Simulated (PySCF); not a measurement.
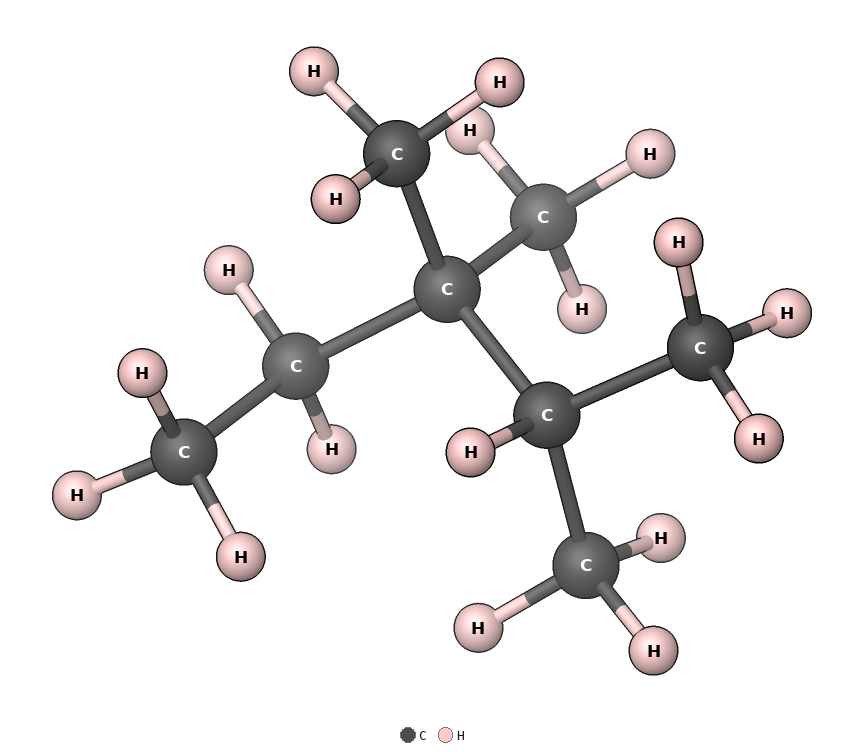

Orthographic view. Distant atoms are faded towards the background colour. The computed structure is the end point of a PBE0-D3(BJ)/def2-SVP optimisation. No frequency run is at hand to confirm it as a minimum.

Give the standard InChI.

InChI=1S/C8H18/c1-6-8(4,5)7(2)3/h7H,6H2,1-5H3
